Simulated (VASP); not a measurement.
Band structure of CuI (space group P-3m1). Computed with modified Becke-Johnson potential (mBJ) with spin-orbit coupling, VASP's PBE PAW potentials (set 64) (plane waves; VASP).

mBJ is a potential without an energy functional, so only the levels count. Without a dispersion term in the relaxation, distances and binding between the weakly bound layers, chains or molecules are unreliable, and so is what depends on them.

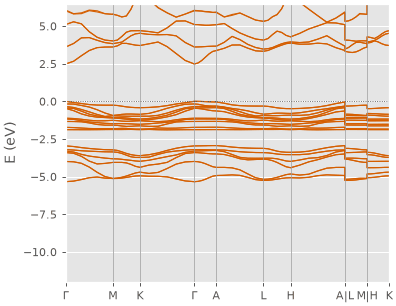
Figure. Bands along high-symmetry lines, zero at the valence-band maximum or, without a gap, the Fermi level

Read the plot: is there a gap, and where are the band edges?

The gap is direct, 2.48 eV, from the valence maximum at Γ to the conduction minimum at Γ.

The structure comes from a computed database's CuI entry (P-3m1); how it stands against other phases isn't given here. It was relaxed first, which changed the volume by +5 %. The k-mesh is coarse (spacing up to 0.43 per Å, 2π included), so the numbers may not be converged in it. The cell's shape comes from a PBE relaxation.
